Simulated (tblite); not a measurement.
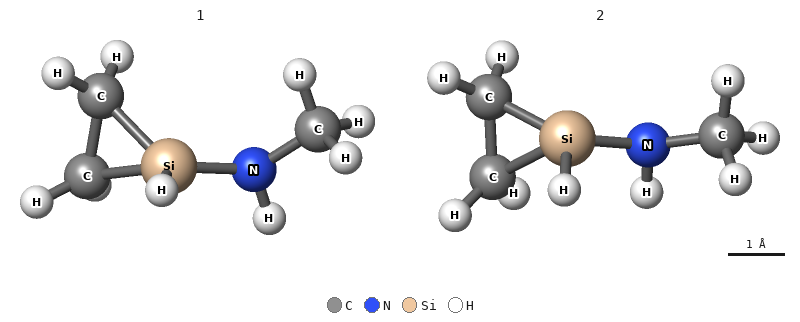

Two geometries of C$_{3}$H$_{9}$NSi, drawn at one scale. One is the start of a relaxation, the other its converged end. The picture is a ball-and-stick view, seen face on.

The calculation used GFN2-xTB geometry optimisation, gas phase (tblite). 

Which of the two is the end point?

Answer. Structure 1 is the relaxed one. The largest move after the best rigid fit is that of an H atom, 0.64 Å. Largest moves by element: H 0.64 Å, Si 0.51 Å, N 0.46 Å, C 0.23 Å. Among the contacts that change: C–Si 1.793 → 1.878 Å, C–C 1.476 → 1.541 Å, C–Si 1.911 → 1.874 Å, N–Si 1.692 → 1.717 Å. Bond angles that change, for instance: C–Si–H 103.2° → 119.3°, N–Si–C 105.3° → 114.6°, Si–N–H 108.6° → 117.4°. The energy falls by 0.689 eV in 111 geometry steps.
